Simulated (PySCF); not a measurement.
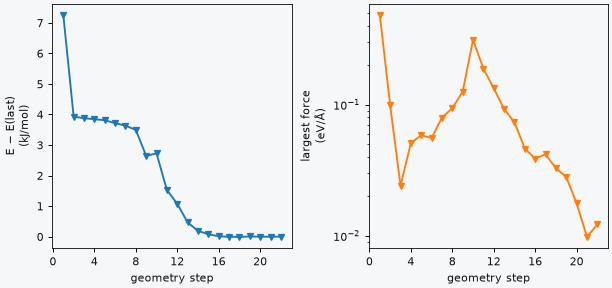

History of a geometry optimisation.

C3H9BN2 (SMILES NB(N)C1CC1); PySCF, PBE0-D3(BJ)/def2-SVP, geometry optimisation.

**How did the optimisation end?**

The optimisation met its thresholds at geometry 22, counting the start as the first. The energy fell by about 7.3 kJ/mol from the first step to the last, with a rise at step 10. The largest force goes from about 0.48 eV/Å at the start to 0.012 eV/Å at the end.

**By which step was nine tenths of the energy gained?**

By step 13 of 22.
